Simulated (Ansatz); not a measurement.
# Phonons of NbBAu in the AlB2 type, part 2 of 3

The plan: relax NbBAu in the AlB2 type, check its phonons, and, if the lattice is stable, compute its Eliashberg function and ρ(T).

Ansatz 0.2.0; DFT PBEsol, scalar-relativistic, plane waves, PAW; PAW set soft_1.

So far. Step 3 (Relaxation): The largest force is now zero by symmetry and the largest stress component 0.020 GPa. Step 4 (Relaxing tightly for phonons): The largest force is now zero by symmetry and the largest stress component 9.5e-5 GPa, small enough for phonons. The relaxed cell has a = 3.746, c = 3.440 Å (conventional setting).

The structure was built from a prototype and need not be the compound's stable phase.

### Step 5. Phonons by linear response: q 2×2×2, k 6×6×4

Couplings are defined for a stable lattice alone, so phonons come first.

Input file input.yaml:

```yaml
crystal:
  lattice:
    - [3.7457727697, 0.0, 0.0]
    - [-1.8728863849, 3.2439343754, 0.0]
    - [0.0, 0.0, 3.4399858198]
  atoms:
    - { symbol: Nb, position: [0.0, 0.0, 0.0] }
    - { symbol: B, position: [0.3333333333, 0.6666666667, 0.5] }
    - { symbol: Au, position: [0.6666666667, 0.3333333333, 0.5] }
kpoints:
  mp_grid: { grid: [6, 6, 4] }
hamiltonian:
  xc: pbesol
  pseudopotentials: { kind: paw, azcp: { folder: soft_1 }, xc_functional: pbe }
scf:
  occupations: { method: methfessel_paxton, width: 0.2 }
output:
  eigenvalues: true
phonons:
  method: dfpt
  qmesh: [2, 2, 2]
  temperatures: { t_max: 1000, t_step: 50 }
  qpath:
    path:
      - [[0.0, 0.0, 0.0], [0.5, 0.0, 0.0], [0.33333333, 0.33333333, 0.0], [0.0, 0.0, 0.0], [0.0, 0.0, 0.5], [0.5, 0.0, 0.5], [0.33333333, 0.33333333, 0.5], [0.0, 0.0, 0.5]]
      - [[0.5, 0.0, 0.5], [0.5, 0.0, 0.0]]
      - [[0.33333333, 0.33333333, 0.5], [0.33333333, 0.33333333, 0.0]]
    npoints: 10
```

Command:

```
$ ansatz run input.yaml --threads 4 --pin off --max-ram 12288MiB --backend cpu --events-out ev --progress --plain --runs-dir out
```

Numbers of over 12 decimals in the logs are rounded to 6 here.

Log:

```text
[...]
Crystal: 3 atoms, lattice volume = 41.799 Å³
Basis set: ecut = 420 eV, 851 PW (Γ), exchange–correlation on 54×54×48 points (8 copies of the dense FFT grid, shifted against one another)
Bands: 22, of which v1, the nominal top of the filled ones, is band 18 counted from 1 (17 counted from 0)
Symmetry: 12 space group operations
k-points: 21 of 144 (time reversal used)
[...]
SCF iter   1: F=—  HF=-17663.119939 eV  |F-HF|=—  |Δ(HF+E_count)|=         —  Δρ=2.31e-1  dr2=3.43e1  ethr=3.10e-3  ⟨swp⟩=4.0  Hψ=1670  notcnv=0
[...]
SCF iter  11: F=-17656.587261 eV  HF=-17656.587261 eV  |F-HF|=7.28e-12  |Δ(HF+E_count)|=  3.64e-12  S|Δr|=    0.00e0  Δρ=2.84e-8  dr2=3.93e-13  ethr=1.00e-12  ⟨swp⟩=5.3  Hψ=1867  notcnv=0
SCF 1 converged in 11 iterations: F = -17656.587261 eV  dr2 = 3.93e-13
[...]
phonons: the bands overlap, so this run is a metal and interpolates without the dipole-dipole term. If the crystal is really an insulator or semiconductor, its LO-TO splitting is missing
NSCF: frozen V_eff on 21 k-points
[...]
DFPT response loops at q = (0, 0, 0) (fractional): preconditioner auto → Kerker (q_TF=auto, 2.649 Å⁻¹) (partly filled bands, converged f_vac=0.000); β = 1.00, the filter's whole step (`scf.mixing.beta` (0.50) is not read by the response loops under this deck's `scf.mixing.preconditioner`; to damp them name `kerker` or `kerker_dos`, under which they read `scf.mixing.beta`, and type it under 1.00, their step now; both keys bind the ground state too); Broyden in place of MSR1
[...]
SCF converged after 11 iterations
Stability not checked: this state was not tested for a lower state beside it, because cold or Methfessel-Paxton smearing, or corrected tetrahedra, fill the levels in a way that the test cannot read (fill_not_monotonic; see scf.lower_state_search)
Free energy (F): -17656.587261 eV
[...]
Internal energy: -17656.583657 eV  (E = F + TS)
E sigma→0 (E₀):  -17656.586360 eV
Entropy (-TS):   -0.003604 eV (-1.201 meV/atom)
Fermi energy:    18.132117 eV
[...]
--- Band table (eV; the first three rows and the last of 21) ---
  k-point 0: bands = [... 14 lower, 17.0591, 17.0591, 17.4557, 18.9118, 19.7622, 19.7622, 22.9760, 24.0923]
  k-point 1: bands = [... 14 lower, 16.3476, 17.7019, 17.7019, 19.0318, 19.9412, 19.9412, 22.8152, 23.2635]
  k-point 2: bands = [... 14 lower, 14.4153, 19.1616, 19.1616, 19.5841, 19.5841, 20.3868, 22.0182, 22.0182]
  k-point 20: bands = [... 14 lower, 14.1765, 15.9353, 16.3430, 16.7682, 20.3597, 22.1466, 22.4606, 22.7259]
--- Phonons (Γ-DFPT): 6 representative perturbations + reference (Σ response iterations 20) ---
  ASR residual: 3.301e-5 → 0.000e0 eV/Å²; symmetrization residual: 6.187e-6 eV/Å²
  ASR residual per site (eV/Å²): 1.16e-5 2.19e-6 3.30e-5
  Γ frequencies (cm⁻¹): -88.48 0.00 0.00 0.00 197.91 197.91 206.10 526.80 526.80
--- Phonons (arbitrary-q DFPT): 4 irreducible q on the 2×2×2 mesh ---
  q = [0.0000, 0.0000, 0.0000] (star 1, of the zone-centre solve; hermiticity 6.06e-7, symmetrization 8.74e-11): -88.48 -0.00 -0.00 -0.00 197.91 197.91 206.10 526.80 526.80
  q = [0.0000, 0.0000, -0.5000] (star 1, 6 solved perturbations in 180 linear systems a pass and spin channel, the states on 39 of 144 k-point pairs; hermiticity 4.53e-7, symmetrization 2.28e-8): 110.54 110.54 117.95 164.05 164.05 222.87 230.17 532.04 532.04
  q = [0.0000, -0.5000, 0.0000] (star 3, 9 solved perturbations on 39 of 144 k-point pairs; hermiticity 5.92e-7, symmetrization 1.87e-10): -116.67 15.83 91.35 134.25 180.18 190.16 209.17 565.62 569.06
[...]
sum rule: each row above includes the acoustic sum rule's correction from the zone centre's row sums; it moved no ω² by more than (0.23 cm⁻¹)²
  mesh force constants: q→R imaginary residual 2.23e-17; ASR residual 3.301e-5 → 0.000e0 eV/Å²; symmetrization residual 1.421e-14 eV/Å²
  interpolated dispersion: 93 rows × 9 modes
  density of states and harmonic sums: on the 20×20×18 q-mesh, interpolated from the force constants of a 2×2×2 supercell (no non-analytic term)
  largest difference from the sums on the solved wave vectors: F 6.23e-2 eV, S 8.70e-5 and C_V 2.71e-5 eV/K
  zero-point energy: 0.123980 eV/cell   skipped modes (ω ≤ 0): 422, of them read as no rigid motion or as one in doubt: 419 (9.624e-1 modes/cell left out, lowest -117.04 cm⁻¹)   left out of the sums: 1.07e-1 of the cell's modes: C_V's classical limit lies that fraction below 3 k_B per atom; for a crystal, a wire or a layer, F and S can be off by more, and a phonons.interpolated_qmesh denser along its periods is the remedy for the sampling
```

The job ended after 24 s (4 threads of Arm Neoverse V2, shared host; peak memory 0.58 GiB).

The column dr2 measures how far the density is from self-consistency, as an energy; F and HF (Harris–Foulkes) agree once it is small.

Numbers from this step:

```yaml
share_of_imaginary_modes_in_the_plain_interpolation_between_solved_wavevectors: 0.1069
highest_frequency_solved_or_plainly_interpolated: 579.3 cm⁻¹
```

Solved on the 2×2×2 mesh alone; all other wavevectors are interpolated. The phonon branches at the labelled points (cm⁻¹):

```
    point  branch 1  branch 2  branch 3  branch 4  branch 5  branch 6  branch 7  branch 8  branch 9
        Γ       -88         0         0         0       198       198       206       527       527
        M      -117        16        91       134       180       190       209       566       569
        K      -117        77       119       124       157       167       228       565       579
        Γ       -88         0         0         0       198       198       206       527       527
        A       110       110       118       164       164       223       230       532       532
        L      -102        98       106       145       156       233       236       555       558
        H       -67       -43       -35       172       213       215       224       552       566
        A       110       110       118       164       164       223       230       532       532
jump to L      -102        98       106       145       156       233       236       555       558
        M      -117        16        91       134       180       190       209       566       569
jump to H       -67       -43       -35       172       213       215       224       552       566
        K      -117        77       119       124       157       167       228       565       579
```

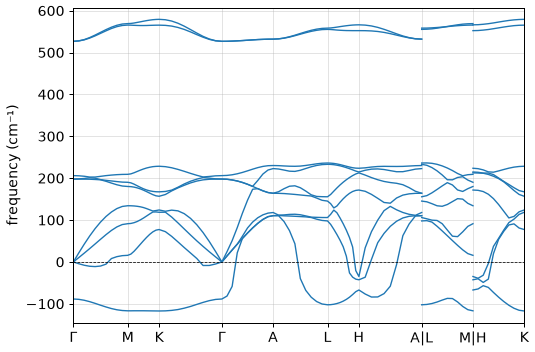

Phonon branches along the path.

Lowest modes at the softest wavevector of the mesh. Modes at q = (0.000, 0.500, 0.000), with each element's share of the kinetic energy (negative means imaginary):

```
mode  frequency (cm⁻¹)  Nb %  B %  Au %
   1            -116.7     2   98     0
   2              15.8    32    3    66
   3              91.3    28    1    71
   4             134.2    57    0    42
   5             180.2    71    1    29
   6             190.2    43    0    57
```

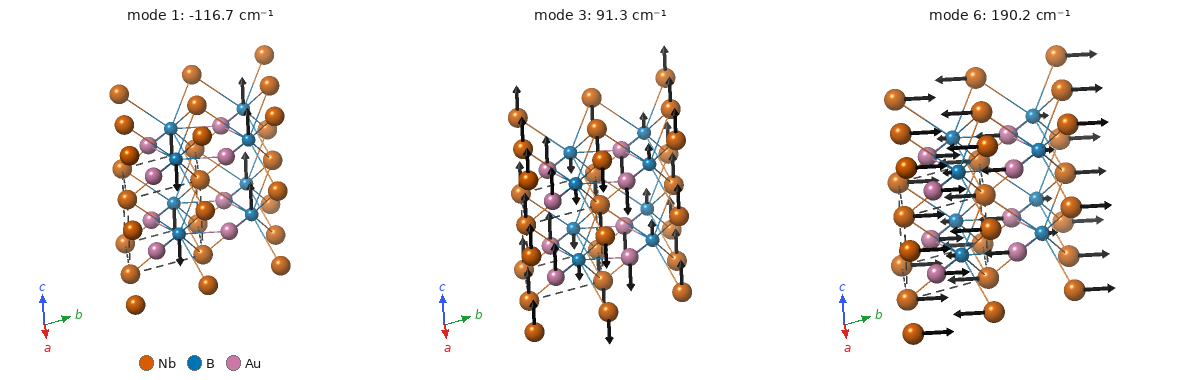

Displacement patterns of modes 1, 3 and 6 at q = (0.000, 0.500, 0.000); arrows are exaggerated. Bonds to atoms that aren't drawn are left out. 2×2×2 cells are drawn. Some periodic images of atoms are drawn too.

Among the solved wavevectors the lowest mode, translations apart, is -117 cm⁻¹, imaginary.

### Step 6. Lattice stability: q 3×3×2, k 6×6×6

An imaginary mode on so few k-points may come from the sampling, so the phonons are repeated with another q and k mesh.

Changes to input.yaml since step 5:

```diff
@@ -10,3 +10,3 @@
 kpoints:
-  mp_grid: { grid: [6, 6, 4] }
+  mp_grid: { grid: [6, 6, 6] }
 hamiltonian:
@@ -20,3 +20,3 @@
   method: dfpt
-  qmesh: [2, 2, 2]
+  qmesh: [3, 3, 2]
   temperatures: { t_max: 1000, t_step: 50 }
```

Log:

```text
[...]
Crystal: 3 atoms, lattice volume = 41.799 Å³
Basis set: ecut = 420 eV, 851 PW (Γ), exchange–correlation on 54×54×48 points (8 copies of the dense FFT grid, shifted against one another)
Bands: 22, of which v1, the nominal top of the filled ones, is band 18 counted from 1 (17 counted from 0)
Symmetry: 12 space group operations
k-points: 28 of 216 (time reversal used)
[...]
SCF iter   1: F=—  HF=-17663.097691 eV  |F-HF|=—  |Δ(HF+E_count)|=         —  Δρ=2.32e-1  dr2=3.46e1  ethr=3.10e-3  ⟨swp⟩=4.1  Hψ=2226  notcnv=0
[...]
SCF iter  11: F=-17656.571523 eV  HF=-17656.571523 eV  |F-HF|=0.00e0  |Δ(HF+E_count)|=  4.00e-11  S|Δr|=    0.00e0  Δρ=2.68e-8  dr2=3.90e-13  ethr=1.00e-12  ⟨swp⟩=4.8  Hψ=2820  notcnv=0
SCF 1 converged in 11 iterations: F = -17656.571523 eV  dr2 = 3.90e-13
[...]
SCF converged after 11 iterations
[...]
Free energy (F): -17656.571523 eV
[...]
Internal energy: -17656.575175 eV  (E = F + TS)
E sigma→0 (E₀):  -17656.572436 eV
Entropy (-TS):   0.003652 eV (1.217 meV/atom)
Fermi energy:    18.278021 eV
[...]
--- Band table (eV; the first three rows and the last of 28) ---
  k-point 0: bands = [... 14 lower, 17.0668, 17.0668, 17.4449, 18.8967, 19.7553, 19.7553, 22.9743, 24.0842]
  k-point 1: bands = [... 14 lower, 17.1160, 17.3358, 17.3358, 18.6378, 19.8704, 19.8704, 22.9091, 23.7312]
  k-point 2: bands = [... 14 lower, 15.4803, 18.2139, 18.2139, 19.6199, 19.9363, 19.9363, 22.6859, 22.6859]
  k-point 27: bands = [... 14 lower, 14.2027, 15.9201, 16.3428, 16.7891, 20.3489, 22.1367, 22.4693, 22.7279]
[...]
ASR residual: 3.041e-5 → 0.000e0 eV/Å²; symmetrization residual: 6.407e-6 eV/Å²
  ASR residual per site (eV/Å²): 5.63e-6 6.50e-6 3.04e-5
  Γ frequencies (cm⁻¹): -137.67 0.00 0.00 0.00 191.26 201.99 201.99 530.59 530.59
--- Phonons (arbitrary-q DFPT): 6 irreducible q on the 3×3×2 mesh ---
[...]
interpolated dispersion: 93 rows × 9 modes
[...]
```

Elapsed: 56 s, on 4 threads; peak memory 0.61 GiB; 3.6 min of CPU time.

Numbers from this step:

```yaml
share_of_imaginary_modes_in_the_plain_interpolation_between_solved_wavevectors: 0.1075
highest_frequency_solved_or_plainly_interpolated: 580.5 cm⁻¹
```

Solved on the 3×3×2 mesh alone; all other wavevectors are interpolated. The phonon branches at the labelled points (cm⁻¹):

```
    point  branch 1  branch 2  branch 3  branch 4  branch 5  branch 6  branch 7  branch 8  branch 9
        Γ      -138         0         0         0       191       202       202       531       531
        M      -184       -18        99       128       171       190       205       567       567
        K      -182        62       114       119       150       162       225       552       580
        Γ      -138         0         0         0       191       202       202       531       531
        A       109       109       120       172       172       209       234       530       530
        L      -129       104       111       127       163       225       235       550       561
        H       -37       -28        74       168       222       223       223       548       577
        A       109       109       120       172       172       209       234       530       530
jump to L      -129       104       111       127       163       225       235       550       561
        M      -184       -18        99       128       171       190       205       567       567
jump to H       -37       -28        74       168       222       223       223       548       577
        K      -182        62       114       119       150       162       225       552       580
```

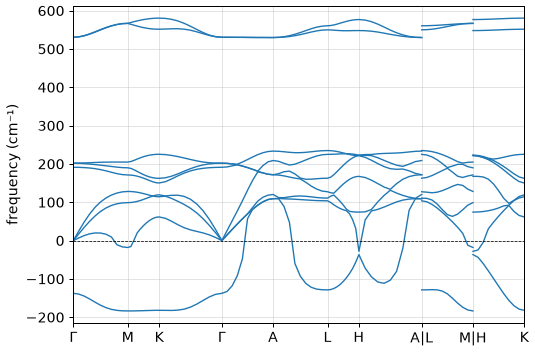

Phonon branches along the path.

Lowest modes at the softest wavevector of the mesh. The modes at q = (0.333, 0.333, 0.000) (shares of kinetic energy by element, %) (negative means imaginary):

```
mode  frequency (cm⁻¹)  Nb %  B %  Au %
   1            -182.0     0  100     0
   2              61.7    56    0    44
   3             114.4     0    5    95
   4             119.4     0    0   100
   5             150.3   100    0     0
   6             162.4   100    0     0
```

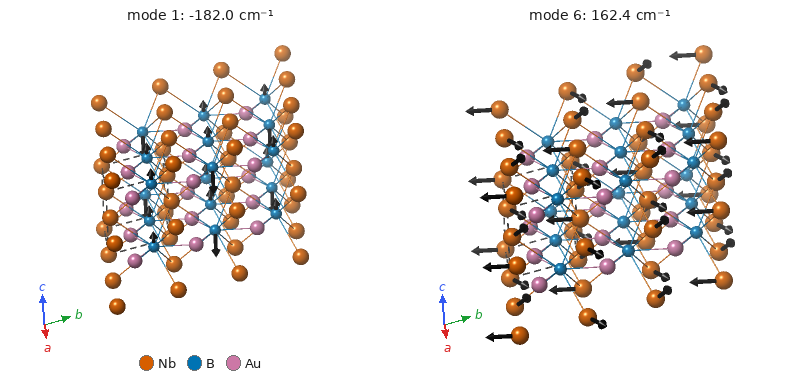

Displacement patterns of modes 1 and 6 at q = (0.333, 0.333, 0.000); arrows are exaggerated. Bonds to atoms that aren't drawn are left out. 3×3×2 cells are drawn. Some periodic images of atoms are drawn too.

The modes has structure finer than the step of the table below, so its rows give means over 50 cm⁻¹, whole bins alone (the curve runs from -194 to 608 cm⁻¹). Peaks (cm⁻¹: height): Au -117.9: 0.00307, 93.7: 0.0224, 129.0: 0.0214, 214.7: 0.0162; B -173.3: 0.00904, 552.3: 0.0564; Nb -117.9: 0.00466, 78.6: 0.00864, 194.5: 0.0336.

Phonopy on the run's constants, 17x17x17 mesh, Gaussian sigma 5.7 cm⁻¹. Table of modes by wavenumber; means over each step; values in 1/cm⁻¹/cell:

```
wavenumber (cm⁻¹)       Au        B       Nb
             -150   6.9e-4  0.00708  0.00126
             -100  0.00174  0.00309  0.00243
              -50   3.3e-4   3.0e-4   2.6e-4
                0  0.00116   1.0e-4   5.7e-4
               50  0.00957  0.00100  0.00457
              100   0.0201  0.00280  0.00656
              150   0.0106  0.00201  0.00987
              200   0.0127  0.00288   0.0303
              250  0.00166   2.0e-4  0.00417
              300        0        0        0
              350        0        0        0
              400        0        0        0
              450        0        0        0
              500   2.6e-5   4.8e-4        0
              550  0.00124   0.0355   1.5e-5
```

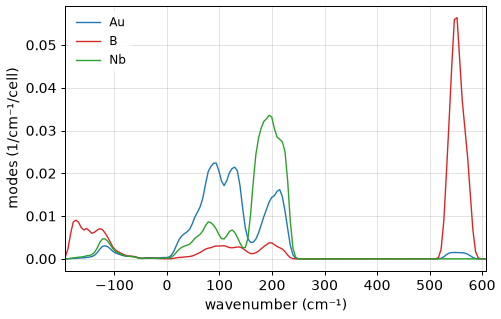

Modes against wavenumber.

No LO-TO term; unit eigenvectors of the mass-weighted matrix. Modes at Γ, with each element's share of the kinetic energy (negative means imaginary):

```
mode  frequency (cm⁻¹)  symmetry  Nb %  B %  Au %
   1            -137.7      A2''     2   96     2
   2               0.0   unnamed    31    4    66
   3               0.0   unnamed    31    4    66
   4               0.0   unnamed    31    4    66
   5             191.3      A2''    67    0    33
   6             202.0        E'    69    2    29
   7             202.0        E'    69    2    29
   8             530.6        E'     0   94     6
   9             530.6        E'     0   94     6
```

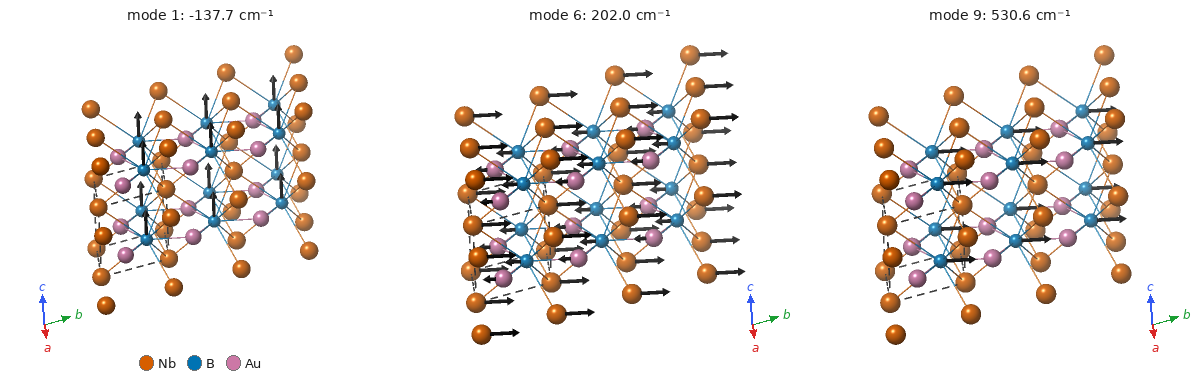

Displacement patterns of modes 1, 6 and 9 at Γ; arrows are exaggerated. Bonds to atoms that aren't drawn are left out. 2×3×2 cells are drawn. Some periodic images of atoms are drawn too.

Among the solved wavevectors the lowest mode, translations apart, is -182 cm⁻¹, imaginary.

[end of part 2 of 3]

[Logs are printed without paths, hosts, clocks, repeated set-up lines and the standing remarks that a program may print on its own settings, such as how far it seeks lower states.]

[Hosts, paths, dates, database ids (printed as entryN), source tags and the programs' standing remarks are cut or masked in the printed files.]
